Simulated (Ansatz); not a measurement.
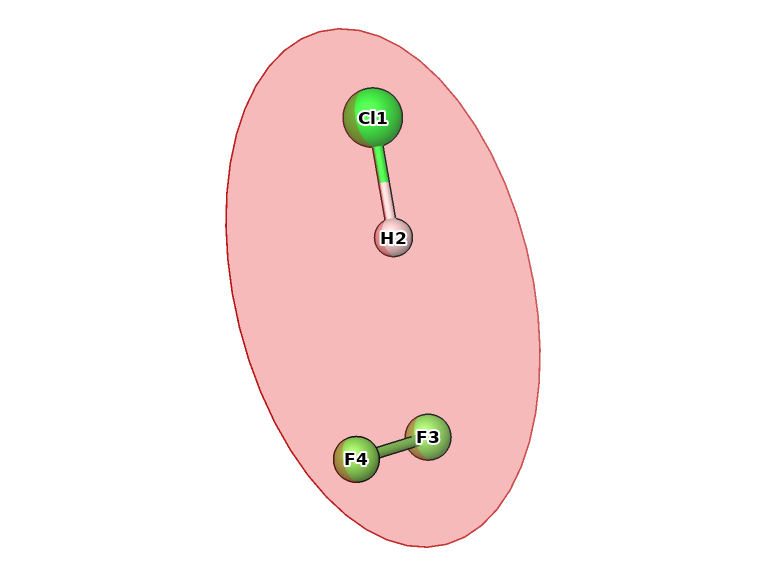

A disc through the centre of mass is drawn in. Atoms fade into the background with distance from the viewer. The computed structure is the end point of a PBE-D4/def2-SVP optimisation. No frequency run is at hand to confirm it as a minimum.

Question: Is the plane of the disc a mirror plane of the structure?

Answer: Yes. The reflection leaves Cl1, H2, F3, F4 in place. The point group is Cs.
